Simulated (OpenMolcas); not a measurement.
## Single-point calculation, with input and output: BClF (part 1 of 2)

The run: single-point calculation of BClF, multiplicity 2, SMILES F[B]Cl. Method and program: HF/ANO-RCC-MB, ROHF, DKH2 (OpenMolcas 26.06).

The geometry comes from this level: GFN2-xTB.

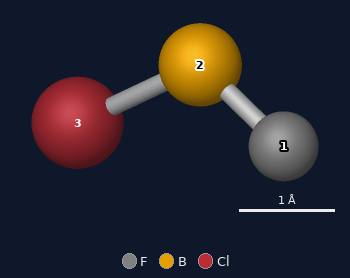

Figure 1. The input geometry (ball-and-stick view, seen at a tilt; atoms are numbered from 1 in the order of the input). Bond lengths as drawn: B–Cl 1.70 Å and B–F 1.32 Å.

**Input file**
```
&gateway
coord
3
angstrom
F        0.525930       1.064250       0.395700
B       -0.391190       0.306940      -0.178100
Cl      -0.134740      -1.371190      -0.217610
basis
ANO-RCC-MB
group
NoSym
&seward
&scf
uhf
spin
2
prorbitals
0
&rasscf
fileorb
$Project.UnaOrb
spin
2
nactel
1 0 0
inactive
15
ras2
1
outorbitals
Canonical
orblisting
Nothing
```

Hardware: 1 thread of AMD EPYC (Zen 5), 16 GiB of memory available, shared host.

Launched with:
```bash
export MOLCAS_MEM=1860
pymolcas step1.input > step1.log
```

**The program's output**
```
--- Start Module: gateway ---

                                              &GATEWAY

                       available to each process: 1.9 GB of memory, 1 thread

++    Symmetry information:
      ---------------------

                    Character Table for C1

                             E
                    a        1  x, y, xy, Rz, z, xz, Ry, yz, Rx, I
--

++    Basis set information:
      ----------------------

      Basis set label: F.ANO-RCC...2S1P.

      Electronic valence basis set:
      ------------------
      Associated Effective Charge   9.000000 au
      Associated Actual Charge      9.000000 au
      Nuclear Model: Point charge

      Shell  nPrim  nBasis  Cartesian Spherical Contaminant
         s      14       2        X
         p       9       1        X

      Basis set label: B.ANO-RCC...2S1P.

      Electronic valence basis set:
      ------------------
      Associated Effective Charge   5.000000 au
      Associated Actual Charge      5.000000 au
      Nuclear Model: Point charge

      Shell  nPrim  nBasis  Cartesian Spherical Contaminant
         s      14       2        X
         p       9       1        X

      Basis set label: CL.ANO-RCC...3S2P.

      Electronic valence basis set:
      ------------------
      Associated Effective Charge  17.000000 au
      Associated Actual Charge     17.000000 au
      Nuclear Model: Point charge

      Shell  nPrim  nBasis  Cartesian Spherical Contaminant
         s      17       3        X
         p      12       2        X
--

++    Molecular structure info:
      -------------------------

                    ************************************************
                    **** Cartesian Coordinates / bohr, angstrom ****
                    ************************************************

     Center  Label                x              y              z                     x              y              z
        1      F1               0.993864       2.011141       0.747765              0.525930       1.064250       0.395700
        2      B2              -0.739242       0.580033      -0.336560             -0.391190       0.306940      -0.178100
        3      CL3             -0.254622      -2.591174      -0.411223             -0.134740      -1.371190      -0.217610

                    ***************************************
                    *    InterNuclear Distances / bohr    *
                    ***************************************

               1 F1            2 B2            3 CL3
    1 F1       0.000000
    2 B2       2.495493        0.000000
    3 CL3      4.907471        3.208891        0.000000

                    *******************************************
                    *    InterNuclear Distances / angstrom    *
                    *******************************************

               1 F1            2 B2            3 CL3
    1 F1       0.000000
    2 B2       1.320558        0.000000
    3 CL3      2.596922        1.698072        0.000000
--

            Nuclear Potential Energy             75.69836786 au

--- Stop Module: gateway /rc=_RC_ALL_IS_WELL_ ---

--- Start Module: seward ---

                                              &SEWARD

                       available to each process: 1.9 GB of memory, 1 thread

               SEWARD will generate:
                  Multipole Moment integrals up to order  2
                  Kinetic Energy integrals
                  Nuclear Attraction integrals (point charge)
                  One-Electron Hamiltonian integrals
                  Velocity integrals
                  Relativistic Douglas-Kroll-Hess integrals:
                    - Parametrization         : EXP
                    - DKH order of Hamiltonian: 2
                    - DKH order of Properties : 0
                         - multipole moment operators
                         - electric potential operators
                         - contact operators
                  Orbital angular momentum around (  0.0283  -0.7082  -0.0597 )
                  Velocity quadrupole around (  0.0283  -0.7082  -0.0597 )
                  Atomic mean-field integrals
                  Two-Electron Repulsion integrals

                   Integrals are discarded if absolute value <: 1.00E-14
                   Integral cutoff threshold is set to       <: 1.00E-16

            Nuclear Potential Energy             75.69836786 au

      Basis set specifications :
      Symmetry species         a
      Basis functions           19

--- Stop Module: seward /rc=_RC_ALL_IS_WELL_ ---

--- Start Module: scf ---

                                                &SCF

                       available to each process: 1.9 GB of memory, 1 thread

++    Input section:
      --------------

      Header of the integral files:

      Cartesian coordinates in angstrom:
      -----------------------------------------------------
      No.  Label        X            Y            Z
      -----------------------------------------------------
       1   F1         0.52593000   1.06425000   0.39570000
       2   B2        -0.39119000   0.30694000  -0.17810000
       3   CL3       -0.13474000  -1.37119000  -0.21761000
      -----------------------------------------------------
      Nuclear repulsion energy =   75.69836786
--

++    Orbital specifications:
      -----------------------

      Symmetry species               1
                                     a
      Frozen orbitals                0
      Occupied orbitals alpha       16
      Occupied orbitals beta        15
      Secondary orbitals alpha       3
      Secondary orbitals beta        4
      Deleted orbitals               0
      Total number of orbitals      19
      Number of basis functions     19
--

      Molecular charge                           0.000

++    Optimization specifications:
      ----------------------------

      SCF Algorithm: Conventional USCF
      D(i)-D(i-1) density differences are used
      Number of density matrices in core                 5
      Maximum number of NDDO SCF iterations            400
      Maximum number of HF SCF iterations              400
      Threshold for SCF energy change             1.00E-09
      Threshold for density matrix                1.00E-04
      Threshold for Fock matrix                   1.50E-04
      Threshold for linear dependence             1.00E-09
      Threshold at which DIIS is turned on        1.50E-01
      Maximum depth in the DIIS procedure                5
      Maximum depth in the BFGS Hessian update          30
      Threshold at which QNR/C2DIIS is turned on  7.50E-02
      Threshold for Norm(delta) (QNR/C2DIIS)      1.00E-03
      All orbitals punched on: UHFORB
--

      Input vectors read from INPORB
      Orbital file label: *Guess orbitals

++ Convergence information
                               UHF SCF        iterations: Energy and convergence statistics

Iter     Tot. SCF        One-elec.       Two-elec.     Energy      Max Dij or  Max Fij      DNorm      TNorm      AccCon     Time
         Energy          Energy          Energy        Change      Delta Norm                                                in Sec.
   1  -584.969662709  -957.548972361   296.880941789   0.00E+00    1.93E-01*   7.69E-02*    8.01E+00   8.77E+01   None         0.
   2  -585.038422208  -958.016924577   297.280134507  -6.88E-02*   6.21E-02*   2.94E-02*    1.13E+00   8.78E+01   EDIIS        0.
   3  -585.044429702  -958.232388433   297.489590868  -6.01E-03*   1.87E-02*   1.20E-02*    2.84E-01   8.78E+01   c2DIIS       0.
   4  -585.045339868  -958.258157553   297.514449823  -9.10E-04*   1.96E-02*   3.29E-03*    1.05E-01   8.78E+01   QNRc2DIIS    0.
   5  -585.045448344  -958.285644574   297.541828367  -1.08E-04*   1.84E-02*   1.74E-03*    3.70E-02   8.78E+01   QNRc2DIIS    0.
   6  -585.045487309  -958.293879491   297.550024320  -3.90E-05*   3.00E-03*   5.20E-04*    3.67E-02   8.78E+01   QNRc2DIIS    0.
   7  -585.045489179  -958.292993941   297.549136899  -1.87E-06*   1.85E-03*   2.24E-04*    6.18E-03   8.78E+01   QNRc2DIIS    0.
   8  -585.045489580  -958.291983080   297.548125638  -4.01E-07*   2.22E-04    2.98E-05     3.69E-03   8.78E+01   QNRc2DIIS    0.
   9  -585.045489587  -958.292066751   297.548209301  -7.44E-09*   5.11E-05    6.36E-06     4.41E-04   8.78E+01   QNRc2DIIS    0.
  10  -585.045489588  -958.292037537   297.548180087  -3.57E-10    1.40E-05    1.94E-06     1.05E-04   8.78E+01   QNRc2DIIS    0.

       Convergence after  10 Iterations
--

 *****************************************************************************************************************************
 *                                             SCF/KS-DFT Program, Final results                                             *
 *                                                       Final Results                                                       *
 *****************************************************************************************************************************

::    Total SCF energy                               -585.0454895875
      One-electron energy                            -958.2920375371
      Two-electron energy                             297.5481800873
      Nuclear repulsion energy                         75.6983678623
      Kinetic energy (interpolated)                   595.0821975676
      Virial theorem                                    0.9831339132
      Total spin, S(S+1)                                0.7527350827
      Total spin, S                                     0.5013666076
      Max non-diagonal density matrix element           0.0000072645
      Max non-diagonal Fock matrix element              0.0000010752

      No orbitals printed

++    Static properties:
      ------------------

      LoProp Charges per center

                   F1       B2       CL3
      Nuclear      9.0000   5.0000  17.0000
      Electronic  -9.2409  -4.7392 -17.0200

      Total       -0.2409   0.2608  -0.0200
--

      No orbitals printed

++    Molecular charges:
      ------------------

      Mulliken charges per centre
      ---------------------------

                            F1                      B2                      CL3
                     alpha        beta       alpha        beta       alpha        beta
      Total        4.7237      4.7058      2.6643      1.7318      8.6120      8.5624
      Total              9.4296                  4.3961                 17.1744

      Charge           -0.4296                  0.6039                 -0.1744

      Total electronic charge=   31.000000

      Total            charge=   -0.000000
--

++    Static properties:
      ------------------

      LoProp Charges per center

                   F1       B2       CL3
      Nuclear      9.0000   5.0000  17.0000
      Electronic  -9.2409  -4.7392 -17.0200

      Total       -0.2409   0.2608  -0.0200
--

++    Natural Bond Order analysis
      ---------------------------
      Based on LoProp computed density
      -------------------------------------------------------------------------------------
      Atom A       Atom B       Bond Order
      -------------------------------------------------------------------------------------
      NBO located      0.999 non-bonded electrons on atom F1
      NBO located      0.984 non-bonded electrons on atom F1
      NBO located      0.991 non-bonded electrons on atom B2
      NBO located      0.938 non-bonded electrons on atom CL3
      NBO located      1.006 non-bonded electrons on atom CL3
      NBO located      0.997 non-bonded electrons on atom CL3
      NBO located      1.000 non-bonded electrons on atom CL3
      NBO located      1.000 non-bonded electrons on atom CL3
      NBO located      1.000 non-bonded electrons on atom CL3
      NBO located      1.000 non-bonded electrons on atom CL3
      The remaining    6.032 electrons are to be considered as diffuse
--

++    Molecular orbitals:
      -------------------

      Title: Natural orbitals

      Molecular orbitals for symmetry species 1: a

          Orbital            1         2         3         4         5         6         7         8         9        10
          Energy         -105.2908  -26.3047  -10.7122   -8.1145   -8.1093   -8.1097   -7.9063   -1.6684   -1.1931   -0.7963
          Occ. No.          2.0000    2.0000    2.0000    2.0000    2.0000    2.0000    2.0000    2.0000    2.0000    2.0000
```
